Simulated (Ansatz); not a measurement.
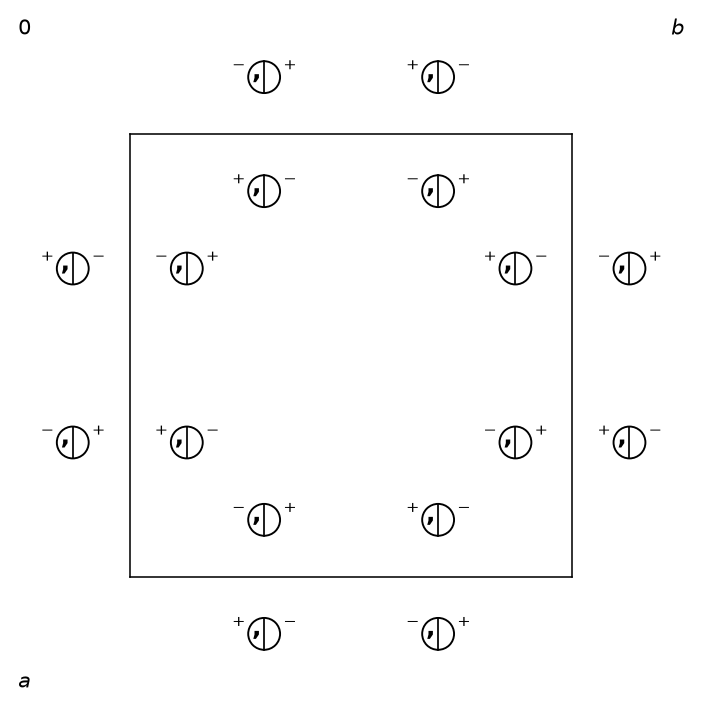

General positions of a space group, projected down c, computed from the operations of a computed or model structure of composition LiCu, which need not be its known form.

A circle is a general position, a comma marks the mirror image, + and − with a fraction give the height (along the projection axis: ½+ is ½ plus the coordinate, − is its negative), and a split circle stands for two positions above each other.

Give the Hermann–Mauguin symbol and number.

Answer. No. 123, P4/mmm; primitive tetragonal, point group 4/mmm, 16 general positions a cell.

Write the general positions (in any order).

Answer. x, y, z
−x, −y, −z
−y, x, z
y, −x, −z
−x, −y, z
x, y, −z
y, −x, z
−y, x, −z
x, −y, −z
−x, y, z
−y, −x, −z
y, x, z
−x, y, −z
x, −y, z
y, x, −z
−y, −x, z
